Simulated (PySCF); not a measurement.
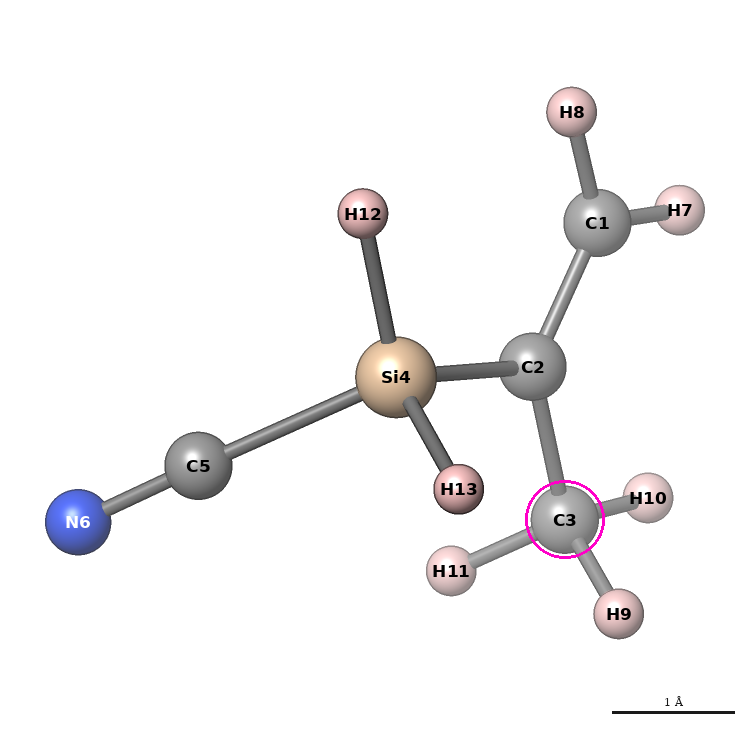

Orthographic view. Distant atoms are faded towards the background colour. The geometry was computed by an optimisation with PBE0-D3(BJ)/def2-SVP. No frequency run is at hand to confirm it as a minimum.

Q: Name the neighbours of the circled atom.

A: The circled atom is C3; it is bonded to C2, H9, H10, H11.

Q: Which atom is nearest the viewer?

A: H13, 2.3 Å in front of the mean position.

Q: Of C1 and H7, which is nearer the viewer?

A: C1; the bond to H7 points away from the viewer, so it looks shorter than its 1.10 Å.

Q: Which two atoms are farthest apart in space?

A: N6 and H7, 5.85 Å.
